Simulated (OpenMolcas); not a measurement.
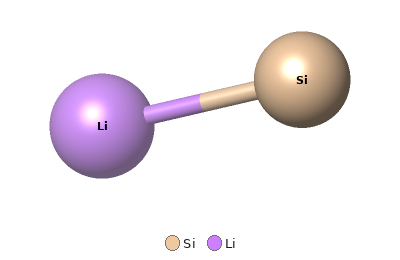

Figure 1. The molecule at the reference distance of 2.367 Å.

**Relativistic diatomic calculation for SiLi (part 1 of 2)**

SiLi. Computed at this level: SA-CASSCF(5,8)/XMS-CASPT2 + RASSI spin-orbit (X2C scalar, AMFI), ANO-RCC-VTZP (OpenMolcas).

Input:
```
&GATEWAY
Coord
2
angstrom
Si 0.0 0.0 0.0
Li 0.0 0.0 2.3670
Basis=ANO-RCC-VTZP
Group=XY
RX2C
AMFI
ANGMom
0.0 0.0 0.0
RICD
&SEWARD
&GUESSORB
&RASSCF
FileOrb=$CurrDir/o41.orb
Symmetry=1
Spin=4
nActEl=5 0 0
Inactive=4 2
RAS2=4 4
CIRoot=7 7 1
Linear
Iterations=120 100
OrbListing=Nothing
PRWF=0.15
>>COPY $Project.RasOrb $CurrDir/o41.orb
>>COPY $Project.rasscf.h5 $CurrDir/r41.h5
&CASPT2
XMultistate=all
Imaginary=0.2
IPEA=0.25
MaxIter=40
>>COPY $Project.JobMix JOB001
&RASSCF
CIOnly
FileOrb=$CurrDir/ref.orb
Symmetry=2
Spin=4
nActEl=5 0 0
Inactive=4 2
RAS2=4 4
CIRoot=8 8 1
Linear
Iterations=120 100
OrbListing=Nothing
PRWF=0.15
>>COPY $Project.RasOrb $CurrDir/o42.orb
>>COPY $Project.rasscf.h5 $CurrDir/r42.h5
&CASPT2
XMultistate=all
Imaginary=0.2
IPEA=0.25
MaxIter=40
>>COPY $Project.JobMix JOB002
&RASSCF
CIOnly
FileOrb=$CurrDir/ref.orb
Symmetry=1
Spin=6
nActEl=5 0 0
Inactive=4 2
RAS2=4 4
CIRoot=1 1 1
Linear
Iterations=120 100
OrbListing=Nothing
PRWF=0.15
>>COPY $Project.RasOrb $CurrDir/o61.orb
>>COPY $Project.rasscf.h5 $CurrDir/r61.h5
&CASPT2
XMultistate=all
Imaginary=0.2
IPEA=0.25
MaxIter=40
>>COPY $Project.JobMix JOB003
&RASSI
Nr of JobIphs=3 7 8 1
1 2 3 4 5 6 7
1 2 3 4 5 6 7 8
1
SpinOrbit
EJob
Omega
MEES
MESO
Properties=4
'AngMom' 3 'Mltpl  1' 1 'Mltpl  1' 2 'Mltpl  1' 3
Thrs=1.0d-4
>>COPY $Project.rassi.h5 $CurrDir/so.h5
```

The first orbital files come from an earlier step.

Run as:
```bash
pymolcas m.inp (one call a module block, same work directory)
```

Log (extracts):
```
++    Wave function specifications:
      Number of closed shell electrons          12
      Number of electrons in active shells       5
      Number of inactive orbitals                6
      Number of active orbitals                  8
      Number of secondary orbitals              50
      Spin quantum number                      1.5
      State symmetry                             1
++    Orbital specifications:
      Symmetry species                           1   2
                                                 a   b
      Frozen orbitals                            0   0
      Inactive orbitals                          4   2
      Active orbitals                            4   4
      RAS2 orbitals                              4   4
      Secondary orbitals                        26  24
      Number of basis functions                 34  30
      printout of CI-coefficients larger than  0.15 for root  1
      energy=    -296.955475
      conf/sym  1111 2222     Coeff  Weight
           113  0u02 uu00  -0.93947 0.88260
      printout of CI-coefficients larger than  0.15 for root  2
      energy=    -296.857782
      conf/sym  1111 2222     Coeff  Weight
           119  00u2 uu00  -0.95146 0.90528
      printout of CI-coefficients larger than  0.15 for root  3
      energy=    -296.839313
      conf/sym  1111 2222     Coeff  Weight
           114  0u02 u0u0   0.48764 0.23779
           115  0u02 0uu0  -0.49104 0.24112
           116  0u02 u00u  -0.49104 0.24112
           117  0u02 0u0u  -0.48764 0.23779
      printout of CI-coefficients larger than  0.15 for root  4
      energy=    -296.839313
      conf/sym  1111 2222     Coeff  Weight
           114  0u02 u0u0   0.49104 0.24112
           115  0u02 0uu0   0.48764 0.23779
           116  0u02 u00u   0.48764 0.23779
           117  0u02 0u0u  -0.49104 0.24112
      printout of CI-coefficients larger than  0.15 for root  5
      energy=    -296.835482
      conf/sym  1111 2222     Coeff  Weight
           114  0u02 u0u0  -0.39508 0.15609
           115  0u02 0uu0  -0.56760 0.32217
           116  0u02 u00u   0.56760 0.32217
           117  0u02 0u0u  -0.39508 0.15609
      printout of CI-coefficients larger than  0.15 for root  6
      energy=    -296.828440
      conf/sym  1111 2222     Coeff  Weight
            65  020u uu00  -0.41626 0.17327
           113  0u02 uu00   0.22191 0.04924
           114  0u02 u0u0   0.47777 0.22826
           115  0u02 0uu0  -0.33255 0.11059
           116  0u02 u00u   0.33255 0.11059
           117  0u02 0u0u   0.47777 0.22826
           119  00u2 uu00   0.19159 0.03671
      printout of CI-coefficients larger than  0.15 for root  7
      energy=    -296.768061
      conf/sym  1111 2222     Coeff  Weight
            65  020u uu00   0.67256 0.45233
            77  0udu uu00  -0.38914 0.15143
           101  0uud uu00  -0.28510 0.08128
           107  u002 uu00  -0.22187 0.04923
           113  0u02 uu00   0.16728 0.02798
           114  0u02 u0u0   0.21780 0.04744
           115  0u02 0uu0  -0.15160 0.02298
           116  0u02 u00u   0.15160 0.02298
           117  0u02 0u0u   0.21780 0.04744
           174  0uuu du00   0.15987 0.02556
      Natural orbitals and occupation numbers for root  1
      sym 1:   0.022073   0.995114   0.007127   1.961240
      sym 2:   0.993073   0.993073   0.014150   0.014150
      Natural orbitals and occupation numbers for root  2
      sym 1:   0.013347   0.098101   0.944459   1.939713
      sym 2:   0.971016   0.971016   0.031174   0.031174
      Natural orbitals and occupation numbers for root  3
      sym 1:   0.017709   0.997925   0.001776   1.950072
      sym 2:   0.516179   0.516179   0.500080   0.500080
      Natural orbitals and occupation numbers for root  4
      sym 1:   0.017709   0.997925   0.001776   1.950072
      sym 2:   0.516179   0.516179   0.500080   0.500080
      Natural orbitals and occupation numbers for root  5
      sym 1:   0.017848   0.997493   0.001970   1.948114
      sym 2:   0.517068   0.517067   0.500220   0.500220
      Natural orbitals and occupation numbers for root  6
      sym 1:   0.013054   1.114967   0.073048   1.773285
      sym 2:   0.708654   0.708654   0.304169   0.304169
      Natural orbitals and occupation numbers for root  7
      sym 1:   0.065066   1.504090   0.242909   1.181897
      sym 2:   0.919383   0.919383   0.083635   0.083635
      RASSCF energy for state  7                   -296.76806092
::    RASSCF root number  1 Total energy:   -296.95547452
::    RASSCF root number  2 Total energy:   -296.85778205
::    RASSCF root number  3 Total energy:   -296.83931341
::    RASSCF root number  4 Total energy:   -296.83931341
::    RASSCF root number  5 Total energy:   -296.83548245
::    RASSCF root number  6 Total energy:   -296.82844012
::    RASSCF root number  7 Total energy:   -296.76806092
      Von Neumann Entropy (Root   1) =  1.73360
++    Wave function specifications:
      Number of closed shell electrons           6
      Number of electrons in active shells       5
      Number of inactive orbitals                3
      Number of active orbitals                  8
      Number of secondary orbitals              50
      Spin quantum number                      1.5
      State symmetry                             1
      Number of CSFs                           252
      Number of CASSCF root(s) available         7
      CASPT2 state passed to geometry opt.       7
      A file JOBMIX will be created
      This is a MULTI-STATE CASSCF reference
      Number of CI roots used                    7
      These are:                                 1   2   3   4   5   6   7
      Off-diagonal elements of Heff are computed
  FINAL CASPT2 RESULT:
      Reference energy:        -296.9554745223
      E2 (Non-variational):      -0.1129955935
      Shift correction:          -0.0028790825
      E2 (Variational):          -0.1158746760
      Total energy:            -297.0713491983
      Reference weight:           0.94107
  FINAL CASPT2 RESULT:
      Reference energy:        -296.8577820459
      E2 (Non-variational):      -0.0934958982
      Shift correction:          -0.0018099462
      E2 (Variational):          -0.0953058444
      Total energy:            -296.9530878903
      Reference weight:           0.95793
  FINAL CASPT2 RESULT:
      Reference energy:        -296.8393134143
      E2 (Non-variational):      -0.0921769134
      Shift correction:          -0.0014664313
      E2 (Variational):          -0.0936433447
      Total energy:            -296.9329567590
      Reference weight:           0.96085
  FINAL CASPT2 RESULT:
      Reference energy:        -296.8393134143
      E2 (Non-variational):      -0.0920622508
      Shift correction:          -0.0014581615
      E2 (Variational):          -0.0935204123
      Total energy:            -296.9328338266
      Reference weight:           0.96098
  FINAL CASPT2 RESULT:
      Reference energy:        -296.8354824530
      E2 (Non-variational):      -0.0923666613
      Shift correction:          -0.0014567310
      E2 (Variational):          -0.0938233923
      Total energy:            -296.9293058453
      Reference weight:           0.96067
  FINAL CASPT2 RESULT:
      Reference energy:        -296.8284401154
      E2 (Non-variational):      -0.0999207511
      Shift correction:          -0.0028056463
      E2 (Variational):          -0.1027263973
      Total energy:            -296.9311665128
      Reference weight:           0.95173
  FINAL CASPT2 RESULT:
      Reference energy:        -296.7680609176
      E2 (Non-variational):      -0.0881745563
      Shift correction:          -0.0030812480
      E2 (Variational):          -0.0912558043
      Total energy:            -296.8593167219
      Reference weight:           0.94649
       Total XMS-CASPT2 energies:
::    XMS-CASPT2 Root  1     Total energy:   -297.06925431
::    XMS-CASPT2 Root  2     Total energy:   -296.95552919
::    XMS-CASPT2 Root  3     Total energy:   -296.93295798
::    XMS-CASPT2 Root  4     Total energy:   -296.93283260
::    XMS-CASPT2 Root  5     Total energy:   -296.92930586
::    XMS-CASPT2 Root  6     Total energy:   -296.92623286
::    XMS-CASPT2 Root  7     Total energy:   -296.86390395
++    Wave function specifications:
      Number of closed shell electrons          12
      Number of electrons in active shells       5
      Number of inactive orbitals                6
      Number of active orbitals                  8
      Number of secondary orbitals              50
      Spin quantum number                      1.5
      State symmetry                             2
      printout of CI-coefficients larger than  0.15 for root  1
      energy=    -296.889074
      conf/sym  1111 2222     Coeff  Weight
            57  0uu2 u000  -0.74291 0.55192
            58  0uu2 0u00   0.63899 0.40830
      printout of CI-coefficients larger than  0.15 for root  2
      energy=    -296.889074
      conf/sym  1111 2222     Coeff  Weight
            57  0uu2 u000   0.63899 0.40830
            58  0uu2 0u00   0.74291 0.55192
      printout of CI-coefficients larger than  0.15 for root  3
      energy=    -296.811982
      conf/sym  1111 2222     Coeff  Weight
            97  0002 uuu0  -0.89530 0.80157
            98  0002 uu0u   0.32485 0.10553
           201  0u0u 2u00  -0.18297 0.03348
      printout of CI-coefficients larger than  0.15 for root  4
      energy=    -296.811982
      conf/sym  1111 2222     Coeff  Weight
            97  0002 uuu0   0.32485 0.10553
            98  0002 uu0u   0.89530 0.80157
           202  0u0u u200   0.18297 0.03348
      printout of CI-coefficients larger than  0.15 for root  5
      energy=    -296.736371
      conf/sym  1111 2222     Coeff  Weight
            50  uu02 0u00   0.15501 0.02403
            97  0002 uuu0  -0.20324 0.04131
           201  0u0u 2u00   0.59490 0.35391
           202  0u0u u200   0.49214 0.24221
           207  0u0u uud0  -0.51219 0.26234
      printout of CI-coefficients larger than  0.15 for root  6
      energy=    -296.736371
      conf/sym  1111 2222     Coeff  Weight
            49  uu02 u000   0.15501 0.02403
            98  0002 uu0u   0.20324 0.04131
           201  0u0u 2u00   0.49214 0.24221
           202  0u0u u200  -0.59490 0.35391
           219  0u0u uu0d   0.51219 0.26234
      printout of CI-coefficients larger than  0.15 for root  7
      energy=    -296.676626
      conf/sym  1111 2222     Coeff  Weight
            29  02uu u000   0.70733 0.50032
            49  uu02 u000   0.27355 0.07483
            53  u0u2 u000  -0.28104 0.07898
            59  0uu2 00u0  -0.16561 0.02743
            60  0uu2 000u   0.33161 0.10997
           207  0u0u uud0  -0.26263 0.06897
           226  00uu u200   0.23711 0.05622
      printout of CI-coefficients larger than  0.15 for root  8
      energy=    -296.676626
      conf/sym  1111 2222     Coeff  Weight
            30  02uu 0u00  -0.70733 0.50032
            50  uu02 0u00  -0.27355 0.07483
            54  u0u2 0u00   0.28104 0.07898
            59  0uu2 00u0   0.33161 0.10997
            60  0uu2 000u   0.16561 0.02743
           219  0u0u uu0d   0.26263 0.06897
           225  00uu 2u00   0.23711 0.05622
      Natural orbitals and occupation numbers for root  1
      sym 1:   0.017434   0.995501   0.997330   1.948545
      sym 2:   0.999868   0.032821   0.004141   0.004359
      Natural orbitals and occupation numbers for root  2
      sym 1:   0.017434   0.995501   0.997330   1.948545
      sym 2:   0.032821   0.999868   0.004359   0.004141
      Natural orbitals and occupation numbers for root  3
      sym 1:   0.009453   0.101843   0.003454   1.887709
      sym 2:   1.051409   0.996339   0.945752   0.004042
      Natural orbitals and occupation numbers for root  4
      sym 1:   0.009453   0.101843   0.003454   1.887709
      sym 2:   0.996339   1.051409   0.004042   0.945752
      Natural orbitals and occupation numbers for root  5
      sym 1:   0.049222   0.949169   0.005633   1.084816
      sym 2:   1.715297   0.993231   0.195434   0.007198
      Natural orbitals and occupation numbers for root  6
      sym 1:   0.049222   0.949169   0.005633   1.084816
      sym 2:   0.993231   1.715297   0.007198   0.195434
      Natural orbitals and occupation numbers for root  7
      sym 1:   0.174313   1.368916   0.815636   1.287023
      sym 2:   0.858297   0.251300   0.091632   0.152883
      Natural orbitals and occupation numbers for root  8
      sym 1:   0.174313   1.368916   0.815636   1.287023
      sym 2:   0.251300   0.858297   0.152883   0.091632
      RASSCF energy for state  8                   -296.67662628
::    RASSCF root number  1 Total energy:   -296.88907411
::    RASSCF root number  2 Total energy:   -296.88907411
::    RASSCF root number  3 Total energy:   -296.81198203
::    RASSCF root number  4 Total energy:   -296.81198203
::    RASSCF root number  5 Total energy:   -296.73637081
::    RASSCF root number  6 Total energy:   -296.73637081
::    RASSCF root number  7 Total energy:   -296.67662628
::    RASSCF root number  8 Total energy:   -296.67662628
      Von Neumann Entropy (Root   1) =  1.73292
++    Wave function specifications:
      Number of closed shell electrons           6
      Number of electrons in active shells       5
      Number of inactive orbitals                3
      Number of active orbitals                  8
      Number of secondary orbitals              50
      Spin quantum number                      1.5
      State symmetry                             2
      Number of CSFs                           252
      Number of CASSCF root(s) available         8
      CASPT2 state passed to geometry opt.       8
      A file JOBMIX will be created
      This is a MULTI-STATE CASSCF reference
      Number of CI roots used                    8
      These are:                                 1   2   3   4   5   6   7   8
      Off-diagonal elements of Heff are computed
  FINAL CASPT2 RESULT:
      Reference energy:        -296.8890740453
      E2 (Non-variational):      -0.0946087986
      Shift correction:          -0.0019372781
      E2 (Variational):          -0.0965460766
      Total energy:            -296.9856201220
      Reference weight:           0.95557
  FINAL CASPT2 RESULT:
      Reference energy:        -296.8890740451
      E2 (Non-variational):      -0.0946088034
      Shift correction:          -0.0019372786
      E2 (Variational):          -0.0965460820
      Total energy:            -296.9856201271
      Reference weight:           0.95557
  FINAL CASPT2 RESULT:
      Reference energy:        -296.8119819715
      E2 (Non-variational):      -0.0993555777
      Shift correction:          -0.0021923207
      E2 (Variational):          -0.1015478984
      Total energy:            -296.9135298699
      Reference weight:           0.95051
  FINAL CASPT2 RESULT:
      Reference energy:        -296.8119819707
      E2 (Non-variational):      -0.0993555799
      Shift correction:          -0.0021923208
      E2 (Variational):          -0.1015479007
      Total energy:            -296.9135298715
      Reference weight:           0.95051
  FINAL CASPT2 RESULT:
      Reference energy:        -296.7363707482
      E2 (Non-variational):      -0.1032423490
      Shift correction:          -0.0042091187
      E2 (Variational):          -0.1074514677
      Total energy:            -296.8438222159
      Reference weight:           0.93098
  FINAL CASPT2 RESULT:
      Reference energy:        -296.7363707463
      E2 (Non-variational):      -0.1032423516
      Shift correction:          -0.0042091151
      E2 (Variational):          -0.1074514668
      Total energy:            -296.8438222131
      Reference weight:           0.93098
  FINAL CASPT2 RESULT:
      Reference energy:        -296.6766262191
      E2 (Non-variational):      -0.0903601677
      Shift correction:          -0.0038996083
      E2 (Variational):          -SPIN-FREE ENERGIES:
  (Shifted by EMIN (a.u.) =       -297.0692543053)
 SF State       Relative EMIN(au)   Rel lowest level(eV)    D:o, cm**(-1)      Abs_M
     1             0.0000000000        0.0000000000              0.0000         0.0
     8             0.0836204709        2.2754289318          18352.5720         1.0
     9             0.0836204763        2.2754290796          18352.5732         1.0
     2             0.1137251197        3.0946181591          24959.7787         0.0
     3             0.1362963239        3.7088119124          29913.5854         2.0
     4             0.1364217011        3.7122236007          29941.1026         2.0
     5             0.1399484422        3.8081911143          30715.1328         0.0
     6             0.1430214418        3.8918116956          31389.5782         0.0
    10             0.1569078644        4.2696805027          34437.2957         1.0
    11             0.1569078667        4.2696805650          34437.2962         1.0
     7             0.2053503540        5.5878677986          45069.1932         0.0
    12             0.2260403202        6.1508704597          49610.1159         1.0
    13             0.2260403226        6.1508705260          49610.1165         1.0
    16             0.2335184850        6.3543616905          51251.3834         0.0
    14             0.2965903555        8.0706347205          65094.0589         1.0
    15             0.2965903572        8.0706347667          65094.0593         1.0
```

(Continued in part 2.) Outcome of the run: converged; components of a degenerate state are split by 28 cm⁻¹.
